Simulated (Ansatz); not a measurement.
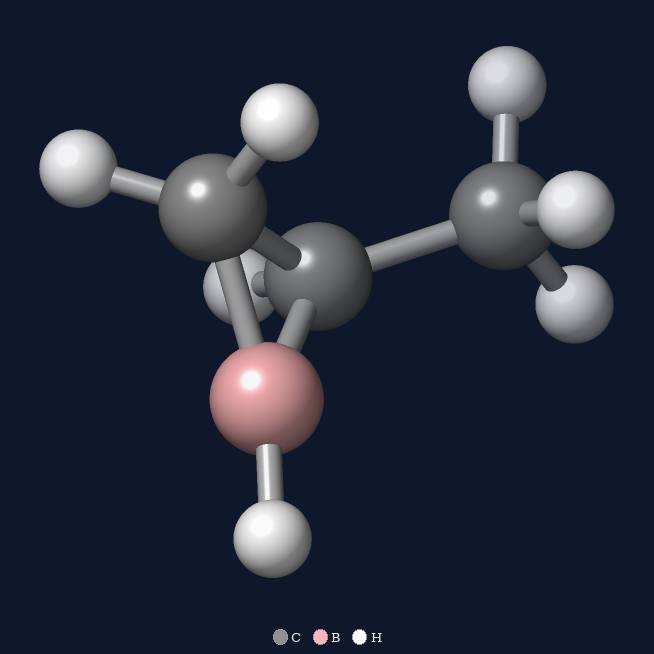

A ball-and-stick model of a molecule.

Question: Which formula does it have?

Answer: C3H7B, 11 atoms: 3 carbon, 7 hydrogen and 1 boron.

Question: How many bonds of each kind are drawn?

Answer: 6 C–H, 2 C–C, 2 C–B, 1 B–H.

Question: Does it have rings?

Answer: Independent rings (smallest set): 1 of 3 members.

More results for the same structure follow; atom numbers are the same in all pictures, views and colours differ. The computed structure is the end point of a PBE0-D4/def2-TZVP optimisation.

## Shape

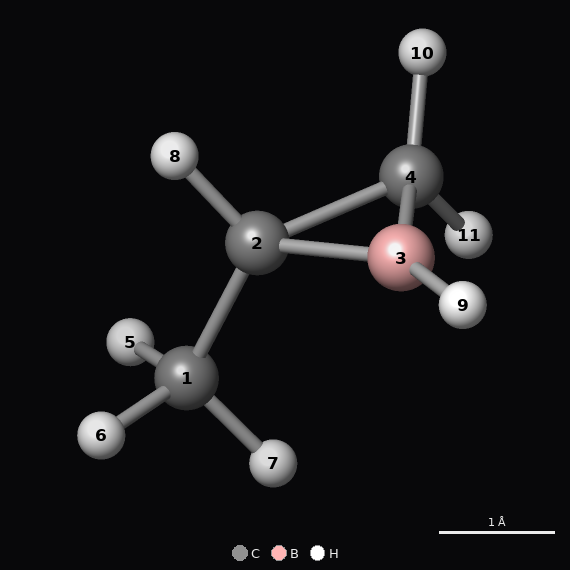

The atoms are numbered.

Give the bond lengths.

```json
{"bond": "C1–C2", "length (Å)": "1.511", "order": "single"}
{"bond": "C1–H5", "length (Å)": "1.094", "order": "single"}
{"bond": "C1–H6", "length (Å)": "1.093", "order": "single"}
{"bond": "C1–H7", "length (Å)": "1.094", "order": "single"}
{"bond": "C2–B3", "length (Å)": "1.525", "order": "single"}
{"bond": "C2–C4", "length (Å)": "1.540", "order": "single"}
{"bond": "C2–H8", "length (Å)": "1.090", "order": "single"}
{"bond": "B3–C4", "length (Å)": "1.524", "order": "single"}
{"bond": "B3–H9", "length (Å)": "1.185", "order": "single"}
{"bond": "C4–H10", "length (Å)": "1.086", "order": "single"}
{"bond": "C4–H11", "length (Å)": "1.089", "order": "single"}
```

## Vibrations

Harmonic vibrations computed with RKS PBE0-D4/def2-TZVP (Ansatz 0.2.0) at a stationary point of the same level.

Question: List the wavenumbers.

Answer: 27 modes: 176, 235, 291, 494, 660, 733, 815, 897, 922, 945, 1007, 1056, 1119, 1166, 1202, 1350, 1401, 1418, 1484, 1494, 2722, 3035, 3098, 3110, 3111, 3121, 3185 cm⁻¹.

## Levels of theory compared

Program: Ansatz 0.2.0.

At this fixed geometry, give HOMO energy (eV), HOMO–LUMO gap (eV) at these levels: BHLYP-D4/def2-TZVPP; BLYP-D4/def2-TZVPP; CAM-B3LYP-D4/def2-TZVPP; HSE06 (plane-wave form)-D4/def2-TZVPP; PBE0-D4/def2-SVP; PBE0-D4/def2-TZVPP; SPW92 (LDA)/def2-TZVPP; r2SCAN-D4/def2-TZVPP; r2SCANh-D4/def2-TZVPP; ωB97M-V/def2-SVP; ωB97M-V/def2-TZVPP; ωB97X-V/def2-TZVPP.

| level | HOMO energy (eV) | HOMO–LUMO gap (eV) |
| --- | --- | --- |
| BHLYP-D4/def2-TZVPP | −8.30 | 8.08 |
| BLYP-D4/def2-TZVPP | −5.75 | 3.59 |
| CAM-B3LYP-D4/def2-TZVPP | −8.52 | 8.35 |
| HSE06 (plane-wave form)-D4/def2-TZVPP | −6.71 | 5.04 |
| PBE0-D4/def2-SVP | −7.08 | 5.89 |
| PBE0-D4/def2-TZVPP | −7.11 | 5.83 |
| SPW92 (LDA)/def2-TZVPP | −5.97 | 3.37 |
| r2SCAN-D4/def2-TZVPP | −6.07 | 4.17 |
| r2SCANh-D4/def2-TZVPP | −6.54 | 4.99 |
| ωB97M-V/def2-SVP | −9.36 | 10.22 |
| ωB97M-V/def2-TZVPP | −9.40 | 10.07 |
| ωB97X-V/def2-TZVPP | −9.52 | 10.45 |

## Charges

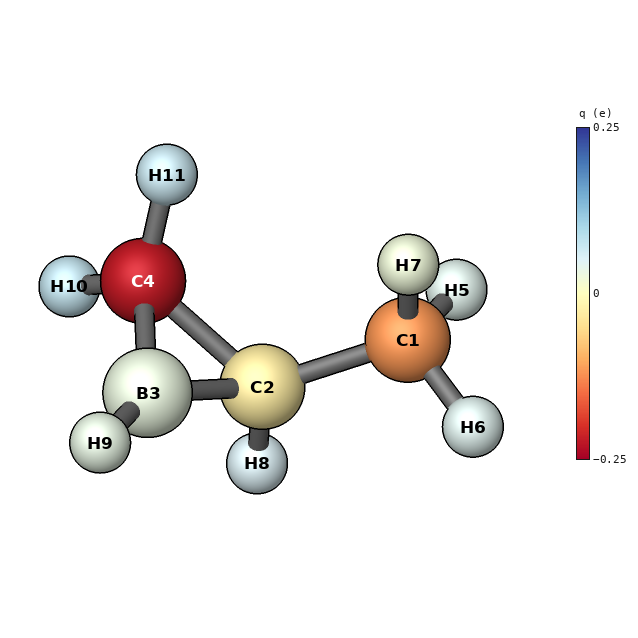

Atoms are coloured by their Mulliken charges. Method: RKS r2SCAN-D4/def2-TZVPP (Ansatz 0.2.0).

Give the Mulliken charges atom by atom.

| atom | value (e) |
| --- | --- |
| C1 | −0.12 |
| C2 | −0.03 |
| B3 | 0.03 |
| C4 | −0.22 |
| H5 | 0.04 |
| H6 | 0.04 |
| H7 | 0.03 |
| H8 | 0.05 |
| H9 | 0.03 |
| H10 | 0.07 |
| H11 | 0.07 |

Mulliken values depend strongly on the basis set and can even reverse the polarity of a bond.
